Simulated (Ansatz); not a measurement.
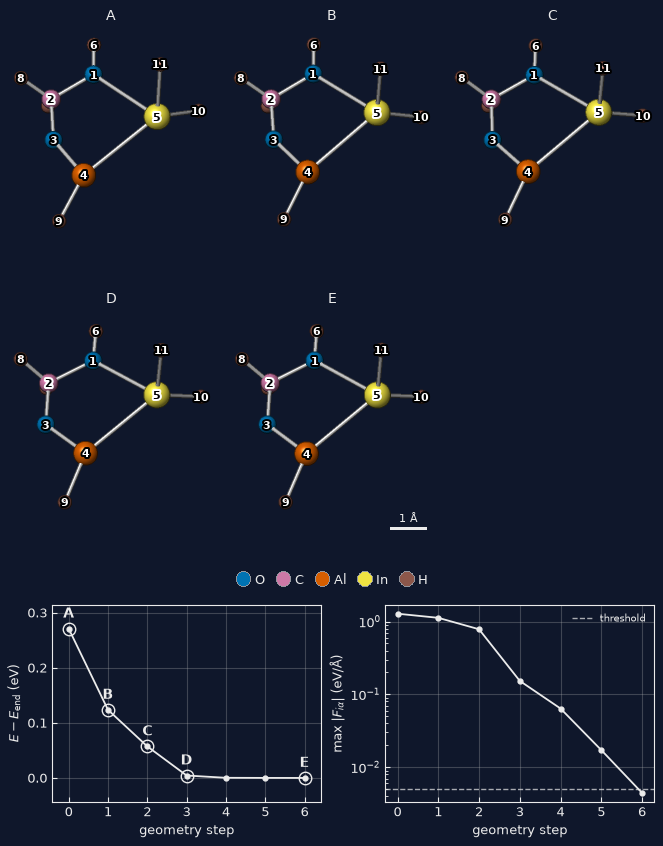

Frames of a relaxation of CH$_{6}$AlInO$_{2}$, marked on the history of the run. The picture is a ball-and-stick view, seen at a tilt.

The start comes from GFN2-xTB.

Theory: Ansatz, RKS PBE0-D4/def2-TZVP. (force threshold 0.005 eV/Å; at most 150 steps)

Describe the path.

Answer. The energy falls by 0.271 eV in 6 geometry steps. Largest force component: 1.3 eV/Å at the start, 0.0044 eV/Å at the end. The largest move after the best rigid fit is that of an O atom, 0.22 Å. Largest moves by element: O 0.22 Å, H 0.16 Å, In 0.16 Å, Al 0.15 Å, C 0.06 Å. Some distances before and after: In–O 2.661 → 2.488 Å, Al–In 2.683 → 2.625 Å, Al–O 1.674 → 1.731 Å, H–In 1.786 → 1.736 Å. Among the angles between lasting bonds that change: C–O–Al 148.6° → 131.8°, O–Al–In 92.5° → 101.4°, H–In–H 107.2° → 115.6°. The run took 35 s on 4 threads of Arm Neoverse V1, with other jobs on the host. From step 0 to 1: an H atom moves most (0.19 Å), energy −0.147 eV. From step 1 to 2: an O atom moves most (0.07 Å), energy −0.066 eV. From step 2 to 3: an O atom moves most (0.15 Å), energy −0.053 eV. From step 3 to 6: an H atom moves most (0.03 Å), energy −0.004 eV.
